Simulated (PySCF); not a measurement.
# OsO3(H2O): how settings move a single point

Which settings matter for OsO3(H2O)? Each run alters one on purpose. The structure is generated, not taken from experiment.

Program: PySCF 2.14.0. Level of theory: TPSS, Os def2-SVP with ECP60, O def2-SVP, H def2-SVP; scalar-relativistic core potentials, no spin–orbit coupling. These are calculated values, not measurements.

3 further runs of the same task are left out: 2 for a known fault of the program, 1 set aside as unsound or not needed.

## Step 1: The system as given

7 atoms, charge 0, spin multiplicity 3.

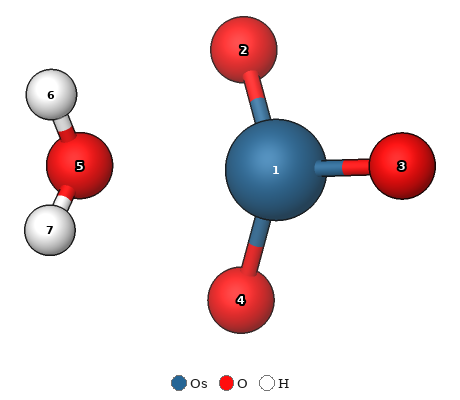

The structure; osmium blue, oxygen red, hydrogen white; atoms are numbered from 1 in the order of the file.

Geometry (Å):

```
Os   -0.11679   -0.22475    0.22475
O     0.72133    1.18062    0.87588
O    -0.77408   -1.34822    1.34822
O     0.72133   -0.87588   -1.18062
O    -0.85552    1.32122   -1.32122
H    -1.37548    2.05786   -0.94386
H    -1.37548    0.94386   -2.05786
```

Formal oxidation states: Os +6. An earlier session relaxed this geometry at TPSS, Os def2-SVP with ECP60, O def2-SVP, H def2-SVP (triplet, point group Cs).

The sound run used a (50, 194) grid (finer on f atoms), a threshold of 1e-8 and at most 55 cycles, and ended at -392.592029 Eh.

## Step 2: Altered run 1

The input, run.py (the lines that set the calculation):

```python
mol = gto.M(atom='''
Os    -0.11679    -0.22475     0.22475
O      0.72133     1.18062     0.87588
O     -0.77408    -1.34822     1.34822
O      0.72133    -0.87588    -1.18062
O     -0.85552     1.32122    -1.32122
H     -1.37548     2.05786    -0.94386
H     -1.37548     0.94386    -2.05786''',
    basis={'Os': 'def2-SVP', 'O': 'def2-SVP', 'H': 'def2-SVP'},
    ecp={'Os': 'def2-SVP'},
    charge=0, spin=2)
mf = dft.UKS(mol, xc='TPSS')
mf.grids.atom_grid = (50, 194)
mf = mf.density_fit()  # fitting sets: Os def2-universal-JKFIT, O def2-universal-JKFIT, H def2-universal-JKFIT
mf.conv_tol = 1e-08; mf.max_cycle = 55
mf.kernel(dm0)  # dm0: smeared density
```

Command:

```
$ OMP_NUM_THREADS=2 python run.py
```

The program printed:

```text
init E= -392.507868220012
cycle= 1 E= -392.581027229385  delta_E= -0.0732  |g|= 0.155  |ddm|= 0.653
cycle= 2 E= -392.209183900056  delta_E= 0.372  |g|= 0.979  |ddm|= 0.788
  HOMO = -0.179008159323  LUMO = -0.172620344437  gap/eV = 0.17382
cycle= 3 E= -392.590231088453  delta_E= -0.381  |g|= 0.0673  |ddm|= 0.658
  HOMO = -0.177471694413  LUMO = -0.169369253115  gap/eV = 0.22048
cycle= 4 E= -392.589851584692  delta_E= 0.00038  |g|= 0.0717  |ddm|= 0.0855
  HOMO = -0.181416325232  LUMO = -0.171330536263  gap/eV = 0.27445
cycle= 5 E= -392.59191114594  delta_E= -0.00206  |g|= 0.0162  |ddm|= 0.0547
  HOMO = -0.180535831424  LUMO = -0.170544498227  gap/eV = 0.27188
cycle= 6 E= -392.592018072309  delta_E= -0.000107  |g|= 0.00376  |ddm|= 0.0143
  HOMO = -0.180414766098  LUMO = -0.170116773808  gap/eV = 0.28022
cycle= 7 E= -392.592026440419  delta_E= -8.37e-06  |g|= 0.00161  |ddm|= 0.0052
  HOMO = -0.180663916232  LUMO = -0.170223093306  gap/eV = 0.28411
cycle= 8 E= -392.592028464035  delta_E= -2.02e-06  |g|= 0.000464  |ddm|= 0.00286
  HOMO = -0.180584443488  LUMO = -0.170139487121  gap/eV = 0.28422
cycle= 9 E= -392.592028702404  delta_E= -2.38e-07  |g|= 0.00025  |ddm|= 0.00121
  HOMO = -0.180621065295  LUMO = -0.170164328932  gap/eV = 0.28454
cycle= 10 E= -392.592028745683  delta_E= -4.33e-08  |g|= 0.000103  |ddm|= 0.000487
  HOMO = -0.180617341018  LUMO = -0.170161866116  gap/eV = 0.28451
cycle= 11 E= -392.592028736848  delta_E= 8.83e-09  |g|= 0.000187  |ddm|= 0.000222
  HOMO = -0.180616401898  LUMO = -0.170160620539  gap/eV = 0.28452
cycle= 12 E= -392.592028750965  delta_E= -1.41e-08  |g|= 5.01e-05  |ddm|= 0.000167
  HOMO = -0.18061644065  LUMO = -0.170160911741  gap/eV = 0.28451
cycle= 13 E= -392.592028752099  delta_E= -1.13e-09  |g|= 7.05e-06  |ddm|= 4.21e-05
  HOMO = -0.180616559607  LUMO = -0.170161480641  gap/eV = 0.28450
Extra cycle  E= -392.592028751532  delta_E= 5.67e-10  |g|= 3.75e-05  |ddm|= 3.17e-05
converged SCF energy = -392.592028751532  <S^2> = 2.0121772  2S+1 = 3.0081072
```

Wall time 6.8 s (2 threads of Arm Neoverse V2, shared host).

Changed: the starting guess (smeared density). It converges in 13 cycles, at the sound run's energy within 0.001 eV, with a largest force component of 0.00 eV/Å. The result survives the change.

## Step 3: Altered run 2

run.py (the lines that set the calculation), as its differences from that of step 2:

```diff
@@ -14,3 +14,3 @@
 mf = mf.density_fit()  # fitting sets: Os def2-universal-JKFIT, O def2-universal-JKFIT, H def2-universal-JKFIT
-mf.conv_tol = 1e-08; mf.max_cycle = 55
-mf.kernel(dm0)  # dm0: smeared density
+mf.conv_tol = 0.0001; mf.max_cycle = 55
+mf.kernel(dm0)  # dm0: free metal ions and neutral atoms
```

Command:

```
$ OMP_NUM_THREADS=2 python run.py
```

The program printed:

```text
init E= -401.593277295101
  HOMO = -0.174828433325  LUMO = -0.161182856985  gap/eV = 0.37132
cycle= 1 E= -391.484574205134  delta_E= 10.1  |g|=  1.5  |ddm|= 2.88
  HOMO = -0.154874243342  LUMO = -0.153533744379  gap/eV = 0.03648
cycle= 2 E= -382.383353846309  delta_E=  9.1  |g|= 3.57  |ddm|= 4.47
cycle= 3 E= -390.828825902652  delta_E= -8.45  |g|= 2.02  |ddm|= 4.42
  HOMO = -0.248438308695  LUMO = -0.231592736621  gap/eV = 0.45839
cycle= 4 E= -392.244216138794  delta_E= -1.42  |g|= 0.883  |ddm|= 2.17
cycle= 5 E= -392.489749846446  delta_E= -0.246  |g|= 0.475  |ddm|=  1.1
cycle= 6 E= -392.463388923089  delta_E= 0.0264  |g|= 0.576  |ddm|= 0.687
  HOMO = -0.185892044903  LUMO = -0.179821197218  gap/eV = 0.16520
cycle= 7 E= -392.590332062494  delta_E= -0.127  |g|= 0.0591  |ddm|= 0.368
  HOMO = -0.180011737184  LUMO = -0.171436124739  gap/eV = 0.23335
cycle= 8 E= -392.591892595856  delta_E= -0.00156  |g|= 0.0147  |ddm|= 0.058
  HOMO = -0.180485748505  LUMO = -0.17040267886  gap/eV = 0.27437
cycle= 9 E= -392.592001932851  delta_E= -0.000109  |g|= 0.00589  |ddm|= 0.0181
  HOMO = -0.180800736235  LUMO = -0.170477064019  gap/eV = 0.28092
cycle= 10 E= -392.592023159738  delta_E= -2.12e-05  |g|= 0.00211  |ddm|= 0.00816
  HOMO = -0.180237424019  LUMO = -0.169944720584  gap/eV = 0.28008
Extra cycle  E= -392.592020239454  delta_E= 2.92e-06  |g|= 0.00433  |ddm|= 0.00626
converged SCF energy = -392.592020239454  <S^2> = 2.0116579  2S+1 = 3.0077619
```

It took 5.9 s on 2 threads of Arm Neoverse V2, shared host.

Changed: the SCF threshold (0.0001). It converges in 10 cycles, at the sound run's energy within 0.001 eV, with a largest force component of 0.01 eV/Å. The result survives the change.

## Step 4: Altered run 3

run.py (the lines that set the calculation), as its differences from that of step 3:

```diff
@@ -12,5 +12,5 @@
 mf = dft.UKS(mol, xc='TPSS')
-mf.grids.atom_grid = (50, 194)
+mf.grids.atom_grid = (15, 26)
 mf = mf.density_fit()  # fitting sets: Os def2-universal-JKFIT, O def2-universal-JKFIT, H def2-universal-JKFIT
-mf.conv_tol = 0.0001; mf.max_cycle = 55
+mf.conv_tol = 1e-08; mf.max_cycle = 55
 mf.kernel(dm0)  # dm0: free metal ions and neutral atoms
```

Command:

```
$ OMP_NUM_THREADS=2 python run.py
```

The program printed:

```text
init E= -401.517574004615
  HOMO = -0.174569389269  LUMO = -0.16452468109  gap/eV = 0.27333
cycle= 1 E= -391.410942669212  delta_E= 10.1  |g|= 1.52  |ddm|= 2.87
cycle= 2 E= -382.286537811762  delta_E= 9.12  |g|= 3.58  |ddm|=  4.5
cycle= 3 E= -390.787991307922  delta_E= -8.5  |g|= 2.01  |ddm|= 4.45
  HOMO = -0.248099861285  LUMO = -0.2378341265  gap/eV = 0.27934
cycle= 4 E= -392.179284790933  delta_E= -1.39  |g|= 0.891  |ddm|= 2.18
cycle= 5 E= -392.433600843992  delta_E= -0.254  |g|= 0.478  |ddm|= 1.11
cycle= 6 E= -392.403505923121  delta_E= 0.0301  |g|= 0.587  |ddm|= 0.693
  HOMO = -0.18688558774  LUMO = -0.184401152527  gap/eV = 0.06760
cycle= 7 E= -392.534730468704  delta_E= -0.131  |g|= 0.0619  |ddm|= 0.376
  HOMO = -0.181325332187  LUMO = -0.176138084062  gap/eV = 0.14115
cycle= 8 E= -392.536436902638  delta_E= -0.00171  |g|= 0.016  |ddm|= 0.0596
  HOMO = -0.181836791579  LUMO = -0.175092271512  gap/eV = 0.18353
cycle= 9 E= -392.536570862303  delta_E= -0.000134  |g|= 0.00629  |ddm|= 0.0207
  HOMO = -0.182135882023  LUMO = -0.175162702748  gap/eV = 0.18975
cycle= 10 E= -392.536596810739  delta_E= -2.59e-05  |g|= 0.00218  |ddm|= 0.00973
  HOMO = -0.181959193008  LUMO = -0.174903230762  gap/eV = 0.19200
cycle= 11 E= -392.536602727214  delta_E= -5.92e-06  |g|= 0.000791  |ddm|= 0.00612
  HOMO = -0.181904631501  LUMO = -0.17481078024  gap/eV = 0.19303
cycle= 12 E= -392.536603494642  delta_E= -7.67e-07  |g|= 0.000459  |ddm|= 0.00207
  HOMO = -0.181966837006  LUMO = -0.174837423938  gap/eV = 0.19400
cycle= 13 E= -392.536603710852  delta_E= -2.16e-07  |g|= 0.000111  |ddm|= 0.00139
  HOMO = -0.181952877263  LUMO = -0.174827299653  gap/eV = 0.19390
cycle= 14 E= -392.536603718694  delta_E= -7.84e-09  |g|= 3.45e-05  |ddm|= 0.000221
  HOMO = -0.181948896249  LUMO = -0.174825841199  gap/eV = 0.19383
Extra cycle  E= -392.536603714702  delta_E= 3.99e-09  |g|= 0.000108  |ddm|= 9.58e-05
converged SCF energy = -392.536603714702  <S^2> = 2.0123084  2S+1 = 3.0081944
```

It took 2.9 s on 2 threads of Arm Neoverse V2, shared host.

Changed: the integration grid, to (15, 26). It converges in 14 cycles, +1.508 eV from the sound run, with a largest force component of 0.87 eV/Å. The setting is unsound, so these numbers aren't the compound's.

## Step 5: Altered run 4

The input, run.py (the lines that set the calculation):

```python
mol = gto.M(atom='''
Os    -0.12263    -0.23599     0.23599
O      0.75740     1.23965     0.91967
O     -0.81279    -1.41564     1.41564
O      0.75740    -0.91967    -1.23965
O     -0.89830     1.38728    -1.38728
H     -1.44425     2.16075    -0.99105
H     -1.44425     0.99105    -2.16075''',
    basis={'Os': 'def2-SVP', 'O': 'def2-SVP', 'H': 'def2-SVP'},
    ecp={'Os': 'def2-SVP'},
    charge=0, spin=2)
mf = dft.UKS(mol, xc='TPSS')
mf.grids.atom_grid = (50, 194)
mf = mf.density_fit()  # fitting sets: Os def2-universal-JKFIT, O def2-universal-JKFIT, H def2-universal-JKFIT
mf.conv_tol = 1e-08; mf.max_cycle = 55
mf.kernel(dm0)  # dm0: free metal ions and neutral atoms
```

Command:

```
$ OMP_NUM_THREADS=2 python run.py
```

The program printed:

```text
init E= -401.370015922072
  HOMO = -0.185349241217  LUMO = -0.170384513841  gap/eV = 0.40721
cycle= 1 E= -390.581470631671  delta_E= 10.8  |g|= 1.89  |ddm|= 2.93
  HOMO = -0.0518860279348  LUMO = -0.0467787626901  gap/eV = 0.13898
cycle= 2 E= -378.554519372362  delta_E=   12  |g|= 4.32  |ddm|= 4.79
cycle= 3 E= -391.145793181305  delta_E= -12.6  |g|= 1.77  |ddm|= 4.29
  HOMO = -0.201150543623  LUMO = -0.195693122429  gap/eV = 0.14850
cycle= 4 E= -389.698777042613  delta_E= 1.45  |g|= 2.46  |ddm|= 2.62
  HOMO = -0.123126133364  LUMO = -0.120135631656  gap/eV = 0.08138
cycle= 5 E= -391.92851161496  delta_E= -2.23  |g|= 1.19  |ddm|= 1.87
cycle= 6 E= -392.012111757257  delta_E= -0.0836  |g|= 1.18  |ddm|= 1.55
  HOMO = -0.214566728692  LUMO = -0.202883666313  gap/eV = 0.31791
cycle= 7 E= -392.543065882346  delta_E= -0.531  |g|= 0.248  |ddm|= 0.707
  HOMO = -0.193214352322  LUMO = -0.178897304485  gap/eV = 0.38959
cycle= 8 E= -392.563593835431  delta_E= -0.0205  |g|= 0.107  |ddm|= 0.161
  HOMO = -0.200514898649  LUMO = -0.182944419565  gap/eV = 0.47812
cycle= 9 E= -392.567619161023  delta_E= -0.00403  |g|= 0.0453  |ddm|= 0.0609
  HOMO = -0.201232916537  LUMO = -0.182734363647  gap/eV = 0.50337
cycle= 10 E= -392.568469687895  delta_E= -0.000851  |g|= 0.00956  |ddm|= 0.0312
  HOMO = -0.200872477341  LUMO = -0.182192122831  gap/eV = 0.50832
cycle= 11 E= -392.568505467737  delta_E= -3.58e-05  |g|= 0.00215  |ddm|= 0.00788
  HOMO = -0.201004510552  LUMO = -0.18230613937  gap/eV = 0.50881
cycle= 12 E= -392.568507603231  delta_E= -2.14e-06  |g|= 0.000424  |ddm|= 0.00217
  HOMO = -0.201043812861  LUMO = -0.182331729269  gap/eV = 0.50918
cycle= 13 E= -392.568507698053  delta_E= -9.48e-08  |g|= 0.000243  |ddm|= 0.000708
  HOMO = -0.201048598717  LUMO = -0.18233864091  gap/eV = 0.50912
cycle= 14 E= -392.568507723935  delta_E= -2.59e-08  |g|= 0.000142  |ddm|= 0.00028
  HOMO = -0.201040985763  LUMO = -0.182331202875  gap/eV = 0.50912
cycle= 15 E= -392.568507734875  delta_E= -1.09e-08  |g|= 4.41e-05  |ddm|= 0.000223
  HOMO = -0.201041202248  LUMO = -0.182330413951  gap/eV = 0.50915
cycle= 16 E= -392.568507735397  delta_E= -5.21e-10  |g|= 3.22e-05  |ddm|= 6.08e-05
  HOMO = -0.20104257807  LUMO = -0.182331594659  gap/eV = 0.50915
Extra cycle  E= -392.568507714451  delta_E= 2.09e-08  |g|= 0.000219  |ddm|= 0.000197
converged SCF energy = -392.568507714451  <S^2> = 2.0218331  2S+1 = 3.0145202
```

It took 7.7 s on 2 threads of Arm Neoverse V2, shared host.

Changed: the scale of all coordinates (1.05). It converges in 16 cycles, +0.640 eV from the sound run, with a largest force component of 2.65 eV/Å. The setting is unsound, so these numbers aren't the compound's.

## Step 6: Altered run 5

The input, run.py (the lines that set the calculation):

```python
mol = gto.M(atom='''
Os    -0.11679    -0.22475     0.22475
O      0.72133     1.18062     0.87588
O     -0.77408    -1.34822     1.34822
O      0.72133    -0.87588    -1.18062
O     -0.85552     1.32122    -1.32122
H     -1.37548     2.05786    -0.94386
H     -1.37548     0.94386    -2.05786''',
    basis={'Os': 'def2-SVP', 'O': 'def2-SVP', 'H': 'def2-SVP'},
    ecp={'Os': 'def2-SVP'},
    charge=5, spin=2)
mf = dft.UKS(mol, xc='TPSS')
mf.grids.atom_grid = (50, 194)
mf = mf.density_fit()  # fitting sets: Os def2-universal-JKFIT, O def2-universal-JKFIT, H def2-universal-JKFIT
mf.conv_tol = 1e-08; mf.max_cycle = 85
mf.kernel(dm0)  # dm0: free metal ions and neutral atoms
```

Command:

```
$ OMP_NUM_THREADS=2 python run.py
```

The program printed:

```text
RuntimeError: Electron number 45 and spin 2 are not consistent
Note mol.spin = 2S = Nalpha - Nbeta, not 2S+1
```

Hardware: 2 threads of Arm Neoverse V2, shared host.

Changed: the charge (by +5); the cycle limit is 85. The program refuses it: the number of electrons and the spin don't fit.

## Step 7: Results

| run | changed | ending | energy change (eV) | cycles | time | usable |
| --- | --- | --- | --- | --- | --- | --- |
| 1 | the starting guess | converged | 0.000 | 13 | 6.8 s | yes |
| 2 | the SCF threshold | converged | 0.000 | 10 | 5.9 s | yes |
| 3 | the integration grid | converged | +1.508 | 14 | 2.9 s | no |
| 4 | the scale of all coordinates | converged | +0.640 | 16 | 7.7 s | no |
| 5 | the charge | refused | – | – | 0 s | no |

2 of 5 altered runs give a usable result. 2 ended normally with numbers unfit to quote.
